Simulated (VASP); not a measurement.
# CrO2: cell size against the level of theory

Aim: relax CrO2 at several levels and hold each cell against experiment. The levels: LDA, PBEsol, PBE, r2SCAN, PBE + D3(BJ), r2SCAN + rVV10, AM05 and revPBE + D3(BJ). The start is a cell from a database of measured crystal structures.

Calculated with VASP 6.6.1; LDA, DFT+U (Cr d 4 eV), spin-polarised from a ferromagnetic start; plane waves and PAW (Cr_pv, O), in the first sound run; inputs show where later runs differ.

**What experiment says.**

For CrO2, rutile (micro rod powder annealed at 395 C in sealed tube), “Spin-dependent Transport Properties of CrO2 Micro Rod” (2014, pmc:6223964) gives, by powder XRD, Rietveld refinement: lattice constant a (a = b, tetragonal cell) 4.423 Å; lattice constant c (c, tetragonal cell) 2.918 Å.

### Step 1. The starting structure

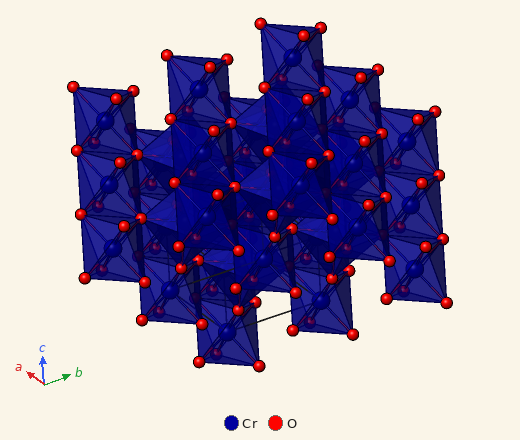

The cell as given, from a free direction (chromium blue, oxygen red). 2×2×2 cells are drawn. Some periodic images of atoms are drawn too.

### Step 2. Magnetic order: ferromagnetic

The properties of a magnet depend on its order, so a few collinear patterns are compared first on the cell as listed, beginning with all moments parallel. LDA, the lowest rung, knows the local density alone. A Hubbard U penalises fractional filling of the localised shell, which semilocal functionals favour.

File INCAR:

```
SYSTEM = CrO2
PREC = Accurate
ENCUT = 520
EDIFF = 1E-06
NELM = 100
ISMEAR = -1
SIGMA = 0.05
LREAL = .FALSE.
ALGO = Normal
GGA = CA
NBANDS = 37
ISPIN = 2
MAGMOM = 3 3 0 0 0 0
LDAU = .TRUE.
LDAUTYPE = 2
LDAUL = 2 -1
LDAUU = 4 0
LDAUJ = 0 0
LDAUPRINT = 1
LASPH = .TRUE.
LMAXMIX = 4
LORBIT = 11
LWAVE = .FALSE.
LCHARG = .FALSE.
KPAR = 8
ISIF = 2
```

File POSCAR:

```
CrO2
1.0
    4.4210000000      0.0000000000      0.0000000000
    0.0000000000      4.4210000000      0.0000000000
    0.0000000000      0.0000000000      2.9170000000
Cr O
2 4
Direct
    0.0000000000      0.0000000000      0.0000000000
    0.5000000000      0.5000000000      0.5000000000
    0.3010000000      0.3010000000      0.0000000000
    0.1990000000      0.8010000000      0.5000000000
    0.6990000000      0.6990000000      0.0000000000
    0.8010000000      0.1990000000      0.5000000000
```

File KPOINTS:

```
Automatic mesh
0
Gamma
5 5 8
0 0 0
```

Potentials, in the order of the species: Cr_pv and O (PBE family, release 64).

On the command line:

```console
$ mpirun -np 8 vasp_std
```

Output:

```text
[banner, memory and clock lines left out]
running    8 mpi-ranks, on    1 nodes
 distrk:  each k-point on    1 cores,    8 groups
 distr:  one band on    1 cores,    1 groups

 POSCAR found type information on POSCAR CrO
 POSCAR found :  2 types and       6 ions
|                                                                             |
|           W    W    AA    RRRRR   N    N  II  N    N   GGGG   !!!           |
|           W    W   A  A   R    R  NN   N  II  NN   N  G    G  !!!           |
|           W    W  A    A  R    R  N N  N  II  N N  N  G       !!!           |
|           W WW W  AAAAAA  RRRRR   N  N N  II  N  N N  G  GGG   !            |
|           WW  WW  A    A  R   R   N   NN  II  N   NN  G    G                |
|           W    W  A    A  R    R  N    N  II  N    N   GGGG   !!!           |
|                                                                             |
|     For optimal performance we recommend to set                             |
|       NCORE = 2 up to number-of-cores-per-socket                            |
|     NCORE specifies how many cores store one orbital (NPAR=cpu/NCORE).      |
|     This setting can greatly improve the performance of VASP for DFT.       |
|     The default, NCORE=1 might be grossly inefficient on modern             |
|     multi-core architectures or massively parallel machines. Do your        |
|     Unfortunately you need to use the default for GW and RPA                |
|     calculations (for HF NCORE is supported but not extensively tested      |
|     yet).                                                                   |
|                                                                             |

|                                                                             |
|               ----> ADVICE to this user running VASP <----                  |
|                                                                             |
|     You enforced a specific xc type in the INCAR file but a different       |
|     [... a line on the potential file left out ...]
|     I HOPE YOU KNOW WHAT YOU ARE DOING!                                     |
|                                                                             |

 LDA part: xc-table for (Slater(with rela. corr.)+CA(PZ))
 , standard interpolation
 POSCAR, INCAR and KPOINTS ok, starting setup
 FFT: planning ... GRIDC
 FFT: planning ... GRID_SOFT
 FFT: planning ... GRID
 WAVECAR not read
 entering main loop
       N       E                     dE             d eps       ncg     rms          rms(c)
DAV:   1     0.586423709108E+03    0.58642E+03   -0.25996E+04  4440   0.146E+03
DAV:   2    -0.134713454125E+02   -0.59990E+03   -0.55508E+03  4635   0.449E+02
DAV:   3    -0.622896387798E+02   -0.48818E+02   -0.47968E+02  4905   0.140E+02
DAV:   4    -0.631223781860E+02   -0.83274E+00   -0.82876E+00  5083   0.188E+01
DAV:   5    -0.631392001918E+02   -0.16822E-01   -0.16729E-01  5682   0.252E+00    0.424E+01
DAV:   6    -0.540297008888E+02    0.91095E+01   -0.70149E+01  5392   0.825E+01    0.324E+01
DAV:   7    -0.499828288388E+02    0.40469E+01   -0.41332E+01  5063   0.676E+01    0.178E+01
DAV:   8    -0.491348008107E+02    0.84803E+00   -0.32903E+00  4885   0.147E+01    0.711E+00
DAV:   9    -0.489659349100E+02    0.16887E+00   -0.84269E-01  5491   0.112E+01    0.322E+00
DAV:  10    -0.489452756666E+02    0.20659E-01   -0.29557E-01  4879   0.501E+00    0.146E+00
DAV:  11    -0.489492846452E+02   -0.40090E-02   -0.18268E-02  4915   0.921E-01    0.742E-01
DAV:  12    -0.489496224603E+02   -0.33782E-03   -0.26803E-03  5137   0.449E-01    0.290E-01
DAV:  13    -0.489500850219E+02   -0.46256E-03   -0.99643E-04  5079   0.199E-01    0.159E-01
DAV:  14    -0.489501554679E+02   -0.70446E-04   -0.13166E-04  4869   0.832E-02    0.102E-01
DAV:  15    -0.489502406795E+02   -0.85212E-04   -0.30644E-04  5566   0.124E-01    0.410E-02
DAV:  16    -0.489502513058E+02   -0.10626E-04   -0.43647E-05  4910   0.422E-02    0.295E-02
DAV:  17    -0.489502511731E+02    0.13278E-06   -0.20780E-05  4888   0.450E-02    0.126E-02
DAV:  18    -0.489502524566E+02   -0.12836E-05   -0.44519E-06  4225   0.145E-02    0.849E-03
DAV:  19    -0.489502520798E+02    0.37681E-06   -0.10170E-06  2584   0.112E-02
   1 F= -.48950252E+02 E0= -.48947617E+02  d E =-.526923E-02  mag=     4.0000
```

Wall time 12 s (8 MPI ranks of Intel Xeon 6975P-C (Granite Rapids), shared host); peak memory 1.9 GiB.

The logs omit lines about the potential files and the build; timing stands in the text.

From OUTCAR (step 2):

```text
ion  position               nearest neighbor table
   1  0.000  0.000  0.000-   3 1.88   5 1.88   4 1.92   6 1.92   4 1.92   6 1.92
   2  0.500  0.500  0.500-   4 1.88   6 1.88   5 1.92   3 1.92   3 1.92   5 1.92
   3  0.301  0.301  0.000-   1 1.88   2 1.92   2 1.92
   4  0.199  0.801  0.500-   2 1.88   1 1.92   1 1.92
   5  0.699  0.699  0.000-   1 1.88   2 1.92   2 1.92
   6  0.801  0.199  0.500-   2 1.88   1 1.92   1 1.92

  LATTYP: Found a simple tetragonal cell.
 ALAT       =     4.4210000000
 C/A-ratio  =     0.6598054739

 Subroutine GETGRP returns: Found 16 space group operations
 (whereof  8 operations were pure point group operations)

The static configuration has the point symmetry D_2h.
 The point group associated with its full space group is D_4h.

 Found     30 irreducible k-points:

   k-points           NKPTS =     30   k-points in BZ     NKDIM =     30   number of bands    NBANDS=     37

   dimension x,y,z NGX =    36 NGY =   36 NGZ =   24
   dimension x,y,z NGXF=    72 NGYF=   72 NGZF=   48

   ENCUT  =  520.0 eV  38.22 Ry    6.18 a.u.   8.22  8.22  5.42*2*pi/ulx,y,z

   NELECT =      48.0000    total number of electrons

 k-points in reciprocal lattice and weights: Automatic mesh
   0.00000000  0.00000000  0.00000000       0.005
   0.20000000  0.00000000  0.00000000       0.020
   0.40000000  0.00000000  0.00000000       0.020
   0.20000000  0.20000000  0.00000000       0.020
   0.40000000  0.20000000  0.00000000       0.040
   0.40000000  0.40000000  0.00000000       0.020
   0.00000000  0.00000000  0.12500000       0.010
   0.20000000  0.00000000  0.12500000       0.040
   0.40000000  0.00000000  0.12500000       0.040
[...]
0.40000000  0.20000000  0.50000000       0.040
   0.40000000  0.40000000  0.50000000       0.020

atom =   1  type =  1  l = 2

 onsite density matrix

spin component  1

  0.5987  0.0000  0.2332  0.0000  0.0000
  0.0000  0.6354  0.0000  0.2313  0.0000
  0.2332  0.0000  0.7959  0.0000 -0.0000
  0.0000  0.2313  0.0000  0.6354  0.0000
  0.0000  0.0000 -0.0000  0.0000  0.4921

spin component  2

  0.2417  0.0000 -0.1119  0.0000 -0.0000
  0.0000  0.1957  0.0000 -0.1043  0.0000
 -0.1119  0.0000  0.1379  0.0000  0.0000
  0.0000 -0.1043  0.0000  0.1957  0.0000
 -0.0000  0.0000  0.0000  0.0000  0.1104

 occupancies and eigenvectors

  o =  0.0664  v =  0.0000  0.0000  0.0000  0.0000  0.0000 -0.5381  0.0000 -0.8429  0.0000  0.0000      0.0000  0.0000  0.0000  0.0000  0.0000  0.0000  0.0000  0.0000  0.0000  0.0000
  o =  0.0915  v =  0.0000  0.0000  0.0000  0.0000  0.0000 -0.0000 -0.7071 -0.0000 -0.7071  0.0000      0.0000  0.0000  0.0000  0.0000  0.0000  0.0000  0.0000  0.0000  0.0000  0.0000
  o =  0.1104  v =  0.0000  0.0000  0.0000  0.0000  0.0000 -0.0000 -0.0000 -0.0000 -0.0000 -1.0000      0.0000  0.0000  0.0000  0.0000  0.0000  0.0000  0.0000  0.0000  0.0000  0.0000
  o =  0.3000  v =  0.0000  0.0000  0.0000  0.0000  0.0000 -0.0000 -0.7071  0.0000  0.7071  0.0000      0.0000  0.0000  0.0000  0.0000  0.0000  0.0000  0.0000  0.0000  0.0000  0.0000
  o =  0.3132  v =  0.0000  0.0000  0.0000  0.0000  0.0000 -0.8429  0.0000  0.5381 -0.0000  0.0000      0.0000  0.0000  0.0000  0.0000  0.0000  0.0000  0.0000  0.0000  0.0000  0.0000
  o =  0.4040  v =  0.0000 -0.7071  0.0000  0.7071 -0.0000  0.0000  0.0000  0.0000  0.0000  0.0000      0.0000  0.0000  0.0000  0.0000  0.0000  0.0000  0.0000  0.0000  0.0000  0.0000
  o =  0.4441  v = -0.8335  0.0000  0.5524  0.0000  0.0000  0.0000  0.0000  0.0000  0.0000  0.0000      0.0000  0.0000  0.0000  0.0000  0.0000  0.0000  0.0000  0.0000  0.0000  0.0000
  o =  0.4921  v =  0.0000  0.0000  0.0000  0.0000 -1.0000  0.0000  0.0000  0.0000  0.0000  0.0000      0.0000  0.0000  0.0000  0.0000  0.0000  0.0000  0.0000  0.0000  0.0000  0.0000
  o =  0.8667  v =  0.0000 -0.7071  0.0000 -0.7071 -0.0000  0.0000  0.0000  0.0000  0.0000  0.0000      0.0000  0.0000  0.0000  0.0000  0.0000  0.0000  0.0000  0.0000  0.0000  0.0000
  o =  0.9505  v = -0.5524  0.0000 -0.8335  0.0000 -0.0000  0.0000  0.0000  0.0000  0.0000  0.0000      0.0000  0.0000  0.0000  0.0000  0.0000  0.0000  0.0000  0.0000  0.0000  0.0000

atom =   2  type =  1  l = 2

 onsite density matrix

spin component  1

  0.5987  0.0000 -0.2332  0.0000  0.0000
  0.0000  0.6354  0.0000 -0.2313  0.0000
 -0.2332  0.0000  0.7959  0.0000 -0.0000
  0.0000 -0.2313  0.0000  0.6354  0.0000
  0.0000  0.0000 -0.0000  0.0000  0.4921

spin component  2

  0.2417  0.0000  0.1119  0.0000  0.0000
  0.0000  0.1957  0.0000  0.1043  0.0000
  0.1119  0.0000  0.1379  0.0000 -0.0000
  0.0000  0.1043  0.0000  0.1957  0.0000
  0.0000  0.0000 -0.0000  0.0000  0.1104

 occupancies and eigenvectors

  o =  0.0664  v =  0.0000  0.0000  0.0000  0.0000  0.0000 -0.5381  0.0000  0.8429 -0.0000  0.0000      0.0000  0.0000  0.0000  0.0000  0.0000  0.0000  0.0000  0.0000  0.0000  0.0000
  o =  0.0915  v =  0.0000  0.0000  0.0000  0.0000  0.0000  0.0000  0.7071 -0.0000 -0.7071 -0.0000      0.0000  0.0000  0.0000  0.0000  0.0000  0.0000  0.0000  0.0000  0.0000  0.0000
  o =  0.1104  v =  0.0000  0.0000  0.0000  0.0000  0.0000  0.0000  0.0000 -0.0000 -0.0000  1.0000      0.0000  0.0000  0.0000  0.0000  0.0000  0.0000  0.0000  0.0000  0.0000  0.0000
  o =  0.3000  v =  0.0000  0.0000  0.0000  0.0000  0.0000 -0.0000 -0.7071 -0.0000 -0.7071  0.0000      0.0000  0.0000  0.0000  0.0000  0.0000  0.0000  0.0000  0.0000  0.0000  0.0000
  o =  0.3132  v =  0.0000  0.0000  0.0000  0.0000  0.0000 -0.8429  0.0000 -0.5381  0.0000  0.0000      0.0000  0.0000  0.0000  0.0000  0.0000  0.0000  0.0000  0.0000  0.0000  0.0000
  o =  0.4040  v =  0.0000 -0.7071  0.0000 -0.7071 -0.0000  0.0000  0.0000  0.0000  0.0000  0.0000      0.0000  0.0000  0.0000  0.0000  0.0000  0.0000  0.0000  0.0000  0.0000  0.0000
  o =  0.4441  v = -0.8335  0.0000 -0.5524  0.0000 -0.0000  0.0000  0.0000  0.0000  0.0000  0.0000      0.0000  0.0000  0.0000  0.0000  0.0000  0.0000  0.0000  0.0000  0.0000  0.0000
  o =  0.4921  v = -0.0000 -0.0000 -0.0000  0.0000  1.0000  0.0000  0.0000  0.0000  0.0000  0.0000      0.0000  0.0000  0.0000  0.0000  0.0000  0.0000  0.0000  0.0000  0.0000  0.0000
  o =  0.8667  v =  0.0000  0.7071  0.0000 -0.7071  0.0000  0.0000  0.0000  0.0000  0.0000  0.0000      0.0000  0.0000  0.0000  0.0000  0.0000  0.0000  0.0000  0.0000  0.0000  0.0000
  o =  0.9505  v = -0.5524  0.0000  0.8335  0.0000 -0.0000  0.0000  0.0000  0.0000  0.0000  0.0000      0.0000  0.0000  0.0000  0.0000  0.0000  0.0000  0.0000  0.0000  0.0000  0.0000

 average (electrostatic) potential at core
       1 -71.6810       2 -71.6810       3 -69.5085       4 -69.5085       5 -69.5085
       6 -69.5085

 E-fermi :   4.9851

 spin component 1
 k-point     1 :       0.0000    0.0000    0.0000
  band No.  band energies     occupation
    ...
     23       3.8293      1.00000
     24       3.8961      1.00000
     25       4.2733      1.00000
     26       4.2733      1.00000
     27       4.8938      0.86119
     28       6.3958      0.00000
     29       6.4455      0.00000
     30       9.0080      0.00000
     31       9.0080      0.00000
     32       9.5723      0.00000
    ...

 k-point     2 :       0.2000    0.0000    0.0000
  band No.  band energies     occupation
    ...
     23       3.3512      1.00000
     24       4.0085      1.00000
     25       4.1562      1.00000
     26       4.5235      0.99990
     27       4.8612      0.92254
     28       6.2787      0.00000
     29       7.0106      0.00000
     30       8.9003      0.00000
     31       8.9350      0.00000
     32       9.5620      0.00000
    ...

 k-point     3 :       0.4000    0.0000    0.0000
  band No.  band energies     occupation
    ...
     22       3.2469      1.00000
     23       3.8476      1.00000
     24       4.0090      1.00000
     25       4.1620      1.00000
     26       4.3417      1.00000
     27       5.3148      0.00137
     28       5.8532      0.00000
     29       8.1308      0.00000
     30       8.7499      0.00000
     31       8.7871      0.00000
    ...

 k-point     4 :       0.2000    0.2000    0.0000
  band No.  band energies     occupation
    ...
     22       2.8989      1.00000
     23       3.1485      1.00000
     24       3.5460      1.00000
     25       4.3280      1.00000
     26       4.4229      0.99999
     27       5.2445      0.00556
     28       6.2540      0.00000
     29       7.2190      0.00000
     30       8.7671      0.00000
     31       8.9987      0.00000
    ...

 k-point     5 :       0.4000    0.2000    0.0000
  band No.  band energies     occupation
    ...
     22       3.0759      1.00000
     23       3.5168      1.00000
     24       3.6432      1.00000
     25       3.8726      1.00000
     26       4.2110      1.00000
     27       5.6937      0.00000
     28       6.0574      0.00000
     29       7.9732      0.00000
     30       8.7634      0.00000
     31       8.8803      0.00000
    ...

 k-point     6 :       0.4000    0.4000    0.0000
  band No.  band energies     occupation
    ...
     22       2.9180      1.00000
     23       2.9259      1.00000
     24       3.3581      1.00000
     25       3.4633      1.00000
     26       3.6839      1.00000
     27       6.1011      0.00000
     28       6.2210      0.00000
     29       7.9065      0.00000
     30       8.3124      0.00000
     31       8.9007      0.00000
    ...

  Total       -1.9010540     -1.9010540     -1.3343597      0.0000000      0.0000000      0.0000000
  in kB      -53.4229155    -53.4229155    -37.4978229      0.0000000      0.0000000      0.0000000
  external PRESSURE =     -48.1145513 kB  Pullay stress =       0.0000000 kB

  energy-cutoff  :      520.00
  volume of cell :       57.01
      direct lattice vectors                 reciprocal lattice vectors
     4.421000000  0.000000000  0.000000000     0.226193169  0.000000000  0.000000000
     0.000000000  4.421000000  0.000000000     0.000000000  0.226193169  0.000000000
     0.000000000  0.000000000  2.917000000     0.000000000  0.000000000  0.342817964

 POSITION                                       TOTAL-FORCE (eV/Angst)
 -----------------------------------------------------------------------------------
      0.00000      0.00000      0.00000        -0.000000      0.000000      0.000000
      2.21050      2.21050      1.45850        -0.000000      0.000000      0.000000
      1.33072      1.33072      0.00000         0.025649      0.025649      0.000000
      0.87978      3.54122      1.45850        -0.025649      0.025649      0.000000
      3.09028      3.09028      0.00000        -0.025649     -0.025649      0.000000
      3.54122      0.87978      1.45850         0.025649     -0.025649      0.000000
 -----------------------------------------------------------------------------------
    total drift:                                0.000000      0.000000      0.000000

  FREE ENERGIE OF THE ION-ELECTRON SYSTEM (eV)
  ---------------------------------------------------
  free  energy   TOTEN  =       -48.9502520798 eV

  energy  without entropy=      -48.9449828467  energy(sigma->0) =      -48.94761746

 total charge
# of ion       s       p       d       tot
------------------------------------------
    1        0.343   6.488   4.001  10.832
    2        0.343   6.488   4.001  10.832
    3        1.557   3.451   0.000   5.008
    4        1.557   3.451   0.000   5.008
    5        1.557   3.451   0.000   5.008
    6        1.557   3.451   0.000   5.008
--------------------------------------------------
tot          6.915  26.781   8.001  41.697

 magnetization (x)
# of ion       s       p       d       tot
------------------------------------------
    1        0.020   0.029   2.272   2.321
    2        0.020   0.029   2.272   2.321
    3       -0.006  -0.160   0.000  -0.166
    4       -0.006  -0.160   0.000  -0.166
    5       -0.006  -0.160   0.000  -0.166
    6       -0.006  -0.160   0.000  -0.166
--------------------------------------------------
tot          0.017  -0.583   4.544   3.978

[... 6 further parts left out ...]
```

The k-mesh is coarse for a metal. The PAW data sets were made with PBE, though LDA sets exist; this is a small mismatch. At this level the cell is under a tension of 4.8 GPa, so at these settings it is away from equilibrium.

Numbers from this step:

```
SCF cycles                                        : 19
electrons                                         : 48
bands                                             : 37
irreducible k-points                              : 30
symmetry operations                               : 16
free energy (TOTEN)                               : -48.95 eV
energy at zero smearing                           : -48.95 eV
Fermi energy                                      : 4.985 eV
pressure                                          : -4.811 GPa
moment of the cell, from the last line of the log : 4 μB
metallic                                          : yes
```

Spin moment in the PAW sphere by atom:

| atom | spin moment in the PAW sphere (μB) |
| --- | --- |
| Cr1 | 2.32 |
| Cr2 | 2.32 |
| O3 | -0.17 |
| O4 | -0.17 |
| O5 | -0.17 |
| O6 | -0.17 |

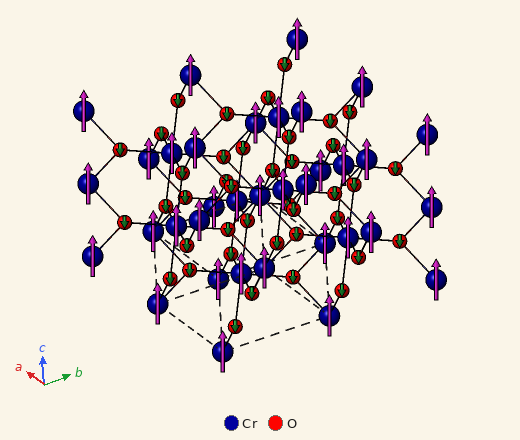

Spin moment in the PAW sphere as arrows, the longest 2.32 μB. Up and down stand for the sign. Arrows give size and sign along the axis of quantisation, drawn up and down the page. Each arrow also spans its atom, so small moments look longer than they are. The two directions have two colours. 2×2×2 cells are drawn. Some periodic images of atoms are drawn too.

The run ends ferromagnetic with a largest moment of 2.32 μB, and the mesh shows no gap.

(Continued in part 2 of 9.)

[Lines on the potential files, build, host, timing and source positions are cut from VASP's logs without a mark.]

[Logs are printed without paths, hosts, clocks, repeated set-up lines and the standing remarks that a program may print on its own settings, such as how far it seeks lower states.]

[Hosts, paths, dates, database ids (printed as entryN), source tags and the programs' standing remarks are cut or masked in the printed files.]

[A measured line is paired with the nearest computed mode of its activity, which favours agreement.]

[In band tables of VASP the shares of atoms and orbitals are scaled to a sum of 1 inside the atoms' spheres.]
